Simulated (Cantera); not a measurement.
Feed: 1 mol Ti, 3.3 mol CH4, equilibrated at 1.28 Torr.

These are equilibrium values from Cantera (NASA tables, ideal gas, pure condensed phases), not measurements of a reactor. Candidate condensed phases: C, C6H6, C7H8, C8H18, Ti, TiC; 77 gas species. TiC: taken at fixed stoichiometry. Kinetics and transport are ignored.

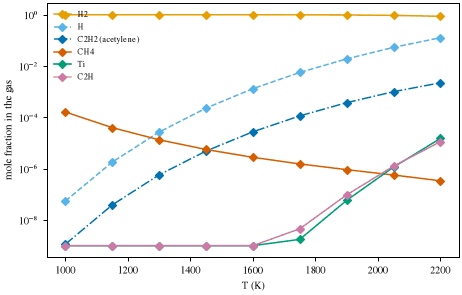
Figure. Equilibrium gas composition (values under 1e-9 drawn at 1e-9)

**Question.** Read off the mole fractions at 1450 K.

**Answer.** H2 about 1.00, H about 0.00023, CH4 about 5.6e-6, C2H2 (acetylene) about 4.9e-6.
